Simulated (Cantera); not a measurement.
Input: 1 mol Si(CH₃)₄, 0.21 mol C₂H₄, 180 mol H₂, equilibrated at 3.40 mbar.

These are equilibrium values from Cantera (NASA tables, ideal gas, pure condensed phases), not measurements of a reactor. Candidate condensed phases: C, C₆H₆, C₇H₈, C₈H₁₈, Si, SiC; 87 gas species. Gases not in the tables: Si₂H₆ and higher silanes. Equilibrium is a limit: real reactors are often held back by kinetics, nucleation or transport.

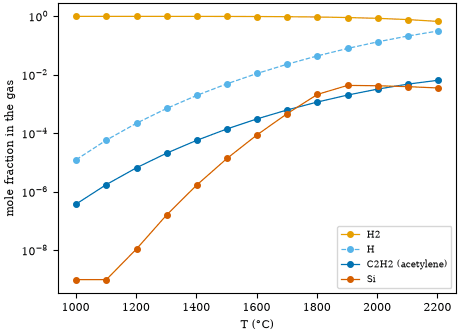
Fig. 1. Equilibrium gas composition (values under 1e-9 drawn at 1e-9)

From 1002 °C to 1802 °C the condensed part is C(graphite) + SiC(s). From 1902 °C to 2202 °C the condensed part is C(graphite).
